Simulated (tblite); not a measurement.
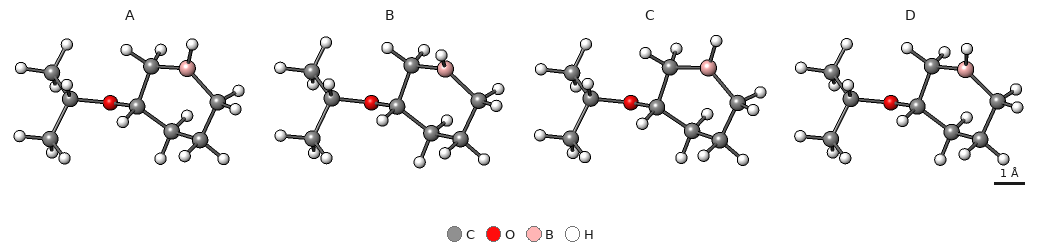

4 geometries from one relaxation of C₈H₁₇BO, in shuffled order. A ball-and-stick model, seen at a tilt.

All numbers below come from tblite, GFN2-xTB geometry optimisation, gas phase. 

Question: Order the frames from highest to lowest energy.

Answer: B, D, A, C. They are steps 0, 25, 32, 70, at +30.4 kJ/mol, +4.25 kJ/mol, +2.01 kJ/mol relative to the last. The energy falls by 30.4 kJ/mol in 70 geometry steps. An H atom moves most after the best rigid fit: 0.84 Å. By element the largest moves are H 0.84 Å, C 0.21 Å, B 0.12 Å, O 0.06 Å. Near-neighbour distances that change, for instance: C–H 1.127 → 1.087 Å, B–C 1.600 → 1.570 Å, C–C 1.549 → 1.525 Å, C–H 1.107 → 1.088 Å. Bond angles that change, for instance: C–C–B 110.3° → 115.4°, H–C–H 109.5° → 105.1°, B–C–H 108.9° → 113.2°. Groups turn about B–C by about 35°, B–C by about 35°. Cost: 0.52 s on 1 thread of Arm Neoverse V2, on a shared host.
